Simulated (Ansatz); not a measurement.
TlV2

Input

```
crystal:
  lattice:
    - [6.0112188852, 0.0, 0.0]
    - [0.0, 6.0112188852, 0.0]
    - [0.0, 0.0, 6.0112188852]
  atoms:
    - { symbol: V, position: [0.25, 0.25, 0.25], spin: 2.93 }
    - { symbol: V, position: [0.25, 0.75, 0.75], spin: 2.93 }
    - { symbol: V, position: [0.75, 0.75, 0.25], spin: 2.93 }
    - { symbol: V, position: [0.75, 0.25, 0.75], spin: 2.93 }
    - { symbol: Tl, position: [0.0, 0.0, 0.0] }
    - { symbol: Tl, position: [0.5, 0.5, 0.5] }
basis:
  ecutwfc: 420
kpoints:
  mp_grid: { grid: [6, 6, 6] }
hamiltonian:
  xc: pbe
scf:
  occupations: { method: gaussian, width: 0.1 }
output:
  forces: true
  stress: true
  eigenvalues: true
  populations: true
  write_density: true
  write_potential: true
  elf: true
  volumetric_format: npy
magnetization:
  spin_polarized: true
relax:
  adjacent_minimum: "off"
  f_tol: 0.01
  max_steps: 80
  cell: { stress_tol: 0.05 }
```

Command:

```sh
ansatz run input.yaml --threads 1 --pin off --max-ram 2560MiB --backend cpu --events-out ev --progress --plain --runs-dir out
```

Below, planes, directions and counts refer to the conventional cell (a = 6.03 Å, b = 6.03 Å, c = 6.03 Å, α = 90.00°, β = 90.00°, γ = 90.00°).

The fields are those of the relaxed geometry.

Space group Pn-3m; started from the cuprite_224 prototype, which need not be the ambient phase; the SCF solution may not be the lowest one; the program warned that another magnetic order may lie lower; spin-polarised.

Computed with DFT PBE, scalar-relativistic, plane waves, PAW in Ansatz 0.2.0.

Core electrons are frozen (PAW), and the valence fields are smoothed inside the atomic spheres.

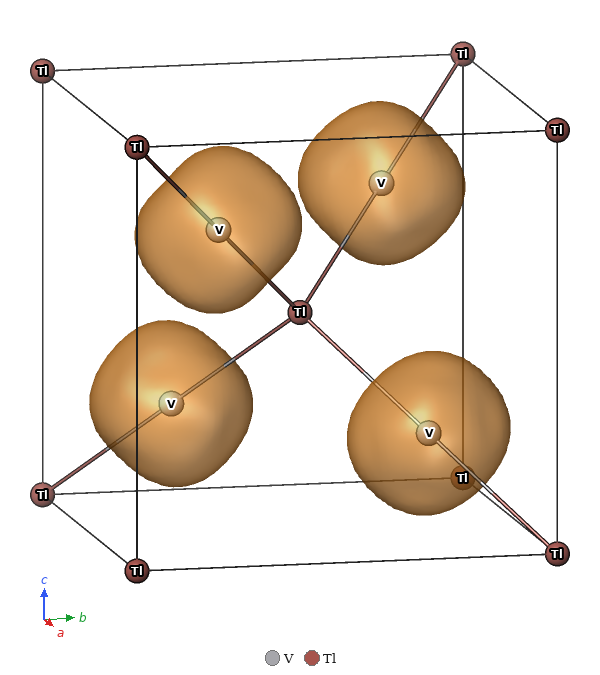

Figure 1. Isosurface of the spin density at +0.1 e/Å³ (orange), seen slightly off an axis. Sticks mark near contacts.

Question: Where is the spin, and how is it ordered?

Answer: The spin density sits on V: +2.7 μB (×4) in one cell of 6 atoms: parallel main moments (a ferromagnetic arrangement) in this solution. The cell of the calculation (6 atoms) carries 13.5 μB of net spin moment.

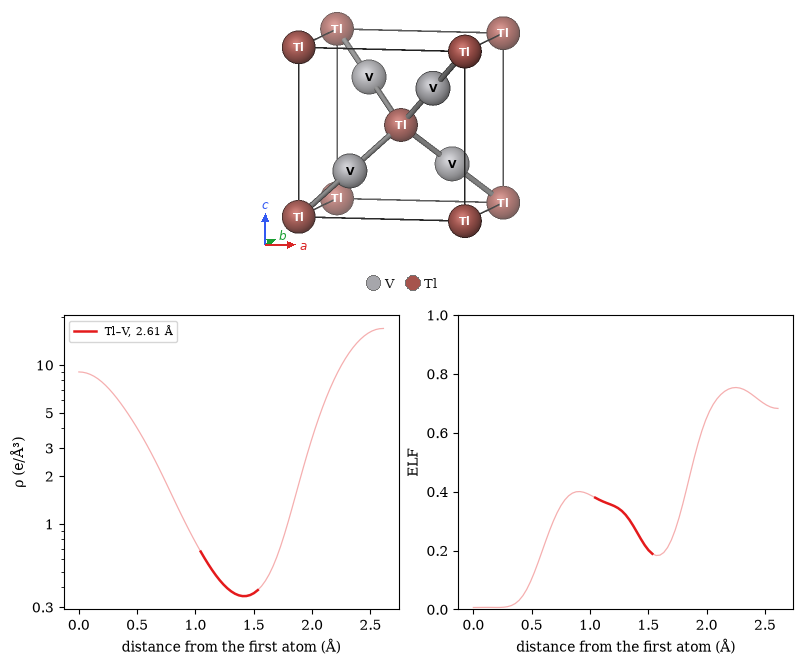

Figure 2. Valence electron density and electron localisation function along straight lines between neighbouring atoms. Thin, pale parts lie inside the atomic spheres. The structure is drawn too.

Question: What can be read from the curves?

Answer: Tl–V (2.61 Å): the density is about 0.38 e/Å³ at the midpoint; the ELF is about 0.30 at the midpoint.
